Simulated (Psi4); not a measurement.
# TPSS/6-31G(d) (spherical functions) run of C3H4F2 (SMILES F/C=C\CF)

Aim: the energy change on altering one bond length of C3H4F2 at TPSS/6-31G* (spherical functions), from 2 runs. 

Program for the calculation: Psi4 1.11.

## 1. The molecule

C3H4F2: 9 atoms, total charge 0, spin state singlet. As SMILES, `F/C=C\CF`. Geometry: relaxed at PBE0-D4/def2-TZVP. This is one conformer, not always the lowest.

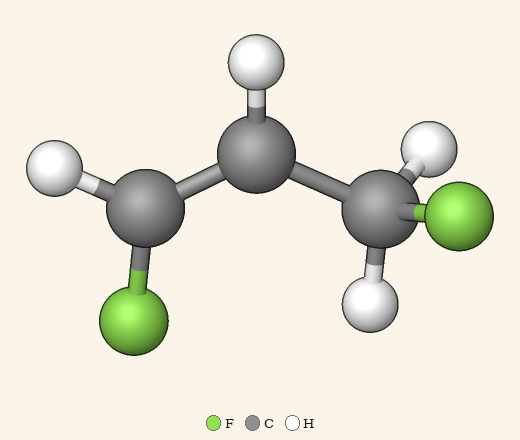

Viewed from a chosen angle; fluorine green, carbon grey, hydrogen white.

## 2. Energy and gradient at TPSS/6-31G(d) (spherical functions)

run.py reads:

```python
import psi4

psi4.set_memory('2200 MB')
psi4.set_num_threads(1)
psi4.set_output_file('c3h4f2.out', False)

mol = psi4.geometry("""
F     -1.771300     0.696200    -0.764200
C     -0.756800    -0.083800    -1.148800
C      0.269900    -0.355400    -0.364300
C      0.439500     0.155200     1.019400
F      1.656600     0.811400     1.133700
H     -0.888900    -0.458700    -2.156900
H      1.042400    -1.001300    -0.765600
H      0.449800    -0.666700     1.742700
H     -0.352600     0.856800     1.286900
symmetry c1
""")

psi4.set_options({
    'basis': '6-31G*',
    'puream': True,
    'e_convergence': 1e-09,
    'd_convergence': 1e-08,
    'scf_type': 'pk',
    'dft_radial_points': 99,
    'dft_spherical_points': 590,
})

e_tot, wfn = psi4.gradient("tpss", return_wfn=True)
psi4.oeprop(wfn, "DIPOLE", "MAYER_INDICES", "MULLIKEN_CHARGES", title="TPSS")
print('gradient / Eh bohr^-1')
print(e_tot.np.round(6))
print(f'energy = {wfn.energy():.10f} Eh')
for k, v in sorted(psi4.core.scalar_variables().items()):
    print(f'{k:45s} {v:18.10f}')
```

Run with:

```console
python run.py
```

c3h4f2.out:

```text
[...]
  Running in c1 symmetry.
[...]
  Nuclear repulsion =  168.442552110584870
[...]
  Multiplicity = 1
[...]
  Nalpha       = 20
  Nbeta        = 20
[...]
    Number of basis functions: 78
[...]
   @RKS iter   1:  -316.17038388022610   -2.19353e-01   8.28747e-03 ADIIS/DIIS
[...]
   @RKS iter  12:  -316.39112635634621   -8.18545e-12   5.97020e-09 DIIS
[...]
    Orbital Energies [Eh]
    ---------------------
    Doubly Occupied:
       1A    -24.436627     2A    -24.386403     3A    -10.079474
       4A    -10.066941     5A     -9.999534     6A     -1.149278
       7A     -1.093574     8A     -0.739586     9A     -0.636989
      10A     -0.539733    11A     -0.485486    12A     -0.457087
      13A     -0.432365    14A     -0.410803    15A     -0.401625
      16A     -0.374580    17A     -0.327985    18A     -0.281261
      19A     -0.278317    20A     -0.228448
[...]
  @RKS Final Energy:  -316.39112635634621
   => Energetics <=
    Nuclear Repulsion Energy =            168.4425521105848702
    One-Electron Energy =                -769.4969570612573762
    Two-Electron Energy =                 323.4525582675814803
    DFT Exchange-Correlation Energy =     -38.7892796732552014
    Empirical Dispersion Energy =           0.0000000000000000
    VV10 Nonlocal Energy =                  0.0000000000000000
    Total Energy =                       -316.3911263563462057
[...]
  -Total Gradient:
     Atom            X                  Y                   Z
    ------   -----------------  -----------------  -----------------
       1        0.013919440505    -0.010082628085    -0.004509570368
       2        0.001903440380     0.004134579958     0.012768716404
       3       -0.011203394703     0.005966659363    -0.003561869936
       4        0.006172397576     0.002046290777    -0.003947112732
       5       -0.013484115240    -0.006926258846    -0.001174038895
       6        0.000705822003     0.001056612517     0.003498838386
       7       -0.003045144200     0.002081427336     0.000467398207
       8        0.001053879835     0.003134198925    -0.002903097297
       9        0.003958733357    -0.001414919648    -0.000611202596
[...]
 Multipole Moments:
 ------------------------------------------------------------------------------------
     Multipole            Electronic (a.u.)      Nuclear  (a.u.)        Total (a.u.)
 ------------------------------------------------------------------------------------
 L = 1.  Multiply by 2.5417464519 to convert [e a0] to [Debye]
 Dipole X            :         -0.6754592            0.4028085           -0.2726507
 Dipole Y            :          2.6214134           -3.1846751           -0.5632617
 Dipole Z            :         -0.0076418           -0.2769026           -0.2845444
 Magnitude           :                                                    0.6874355
[...]
  Mulliken Charges: (a.u.)
   Center  Symbol    Alpha    Beta     Spin     Total
       1     F     4.63562  4.63562  0.00000 -0.27125
       2     C     2.91843  2.91843  0.00000  0.16314
       3     C     3.10818  3.10818  0.00000 -0.21636
       4     C     2.98638  2.98638  0.00000  0.02724
       5     F     4.66497  4.66497  0.00000 -0.32993
       6     H     0.42170  0.42170  0.00000  0.15659
       7     H     0.41592  0.41592  0.00000  0.16816
       8     H     0.42685  0.42685  0.00000  0.14631
       9     H     0.42195  0.42195  0.00000  0.15610
   Total alpha = 20.00000, Total beta = 20.00000, Total charge =  0.00000
[...]
```

The script printed:

```text
gradient / Eh bohr^-1
[[ 0.013919 -0.010083 -0.00451 ]
 [ 0.001903  0.004135  0.012769]
 [-0.011203  0.005967 -0.003562]
 [ 0.006172  0.002046 -0.003947]
 [-0.013484 -0.006926 -0.001174]
 [ 0.000706  0.001057  0.003499]
 [-0.003045  0.002081  0.000467]
 [ 0.001054  0.003134 -0.002903]
 [ 0.003959 -0.001415 -0.000611]]
energy = -316.3911263563 Eh
CURRENT ENERGY                                   -316.3911263563
CURRENT REFERENCE ENERGY                         -316.3911263563
DD SOLVATION ENERGY                                 0.0000000000
DFT FUNCTIONAL TOTAL ENERGY                      -316.3911263563
DFT TOTAL ENERGY                                 -316.3911263563
DFT VV10 ENERGY                                     0.0000000000
DFT XC ENERGY                                     -38.7892796733
GRID ELECTRONS ALPHA                               20.0000000177
GRID ELECTRONS BETA                                20.0000000177
GRID ELECTRONS TOTAL                               40.0000000353
NUCLEAR REPULSION ENERGY                          168.4425521106
ONE-ELECTRON ENERGY                              -769.4969570613
PCM POLARIZATION ENERGY                             0.0000000000
PE ENERGY                                           0.0000000000
SCF ITERATION ENERGY                             -316.3911263563
SCF ITERATIONS                                     12.0000000000
SCF TOTAL ENERGY                                 -316.3911263563
TWO-ELECTRON ENERGY                               323.4525582676
XC GRID RADIAL POINTS                              99.0000000000
XC GRID SPHERICAL POINTS                          590.0000000000
XC GRID TOTAL POINTS                           494916.0000000000
```

Wall time 33 s (1 thread of Intel Xeon 6975P-C (Granite Rapids), shared host); peak memory 1.5 GiB.

## 3. The distorted shape: the energy at TPSS/6-31G(d) (spherical functions)

calc.dat reads:

```
memory 2200 mb

molecule system {
  F
  C 1 2.4052
  C 2 1.320348 1 122.6449
  C 3 1.484622 2 124.87974 1 -0.0839
  F 4 1.387442 3 109.85592 2 -124.72774
  H 2 1.083636 3 125.19573 4 -179.58305
  H 3 1.083967 2 117.17873 6 0.30447
  H 4 1.094892 5 106.9992 3 120.60351
  H 4 1.091431 8 109.11501 5 -116.85365
  units angstrom
  symmetry c1
  no_reorient
  no_com
}

set globals {
  basis 6-31G*
  reference rks
  puream true
  e_convergence 1e-09
  d_convergence 1e-08
  scf_type pk
  dft_radial_points 99
  dft_spherical_points 590
}

E, wfn = energy('tpss', return_wfn=True)
oeprop(wfn, 'WIBERG_LOWDIN_INDICES', 'QUADRUPOLE', 'MAYER_INDICES', title='TPSS')
```

Run with:

```console
psi4 -i calc.dat -o calc.out -n 1
```

calc.out:

```text
[...]
  Running in c1 symmetry.
[...]
  Nuclear repulsion =  150.372789130689313
[...]
  Multiplicity = 1
[...]
  Nalpha       = 20
  Nbeta        = 20
[...]
    Number of basis functions: 78
[...]
   @RKS iter   1:  -316.01754233519796   -5.42628e-01   8.71806e-03 DIIS/ADIIS
[...]
   @RKS iter  14:  -316.23415568768257   -6.93490e-12   3.40829e-09 DIIS
[...]
    Orbital Energies [Eh]
    ---------------------
    Doubly Occupied:
       1A    -24.412159     2A    -24.340012     3A    -10.112575
       4A    -10.093789     5A    -10.057551     6A     -1.118509
       7A     -0.952894     8A     -0.782652     9A     -0.664782
      10A     -0.551097    11A     -0.491884    12A     -0.455898
      13A     -0.434632    14A     -0.421080    15A     -0.315169
      16A     -0.307018    17A     -0.287053    18A     -0.285259
      19A     -0.238792    20A     -0.236341
[...]
  @RKS Final Energy:  -316.23415568768257
   => Energetics <=
    Nuclear Repulsion Energy =            150.3727891306893127
    One-Electron Energy =                -733.6644143398350479
    Two-Electron Energy =                 305.6512239841069345
    DFT Exchange-Correlation Energy =     -38.5937544626437301
    Empirical Dispersion Energy =           0.0000000000000000
    VV10 Nonlocal Energy =                  0.0000000000000000
    Total Energy =                       -316.2341556876825734
[...]
 Multipole Moments:
 ------------------------------------------------------------------------------------
     Multipole            Electronic (a.u.)      Nuclear  (a.u.)        Total (a.u.)
 ------------------------------------------------------------------------------------
 L = 1.  Multiply by 2.5417464519 to convert [e a0] to [Debye]
 Dipole X            :         -1.7851527            2.2604608            0.4753081
 Dipole Y            :         -0.4643438            0.4833086            0.0189647
 Dipole Z            :         -2.1291221            3.7378509            1.6087288
 Magnitude           :                                                    1.6775833
 L = 2.  Multiply by 1.3450342976 to convert [e a0^2] to [Debye ang]
 Quadrupole XX       :        -54.7183654           33.1978459          -21.5205195
 Quadrupole XY       :        -59.1930025           57.5201615           -1.6728409
[...]
```

Wall time 33 s (1 thread of Intel Xeon 6975P-C (Granite Rapids), shared host); peak memory 1.5 GiB.

## 4. Results

Level: TPSS/6-31G* (spherical functions).

| quantity | value |
| --- | --- |
| first shape: total energy | -316.39113 Eh |
| first shape: dipole moment | 1.75 D |
| first shape: HOMO energy | -6.22 eV |
| first shape: LUMO energy | -0.44 eV |
| first shape: HOMO–LUMO gap | 5.78 eV |
| first shape: largest force on an atom | 0.914 eV/Å |
| distorted shape: total energy | -316.23416 Eh |
| distorted shape: dipole moment | 4.26 D |
| distorted shape: HOMO energy | -6.43 eV |
| distorted shape: LUMO energy | -5.09 eV |
| distorted shape: HOMO–LUMO gap | 1.34 eV |
| energy change with the F1–C2 bond stretched from 1.336 to 2.405 Å | 4.271 eV |

In words: One bond (distorted shape) is far stretched, which a spin-restricted single reference describes badly; a broken-symmetry solution may lie lower. With the F1–C2 bond stretched from 1.336 to 2.405 Å the energy rises by 4.27 eV (99 kcal/mol). The first shape isn't relaxed at this level, so the change isn't measured from a minimum. A restricted reference can't describe the breaking bond well at this length. The largest force (first shape) is 0.91 eV/Å: the shape isn't a stationary point for this species at this level.
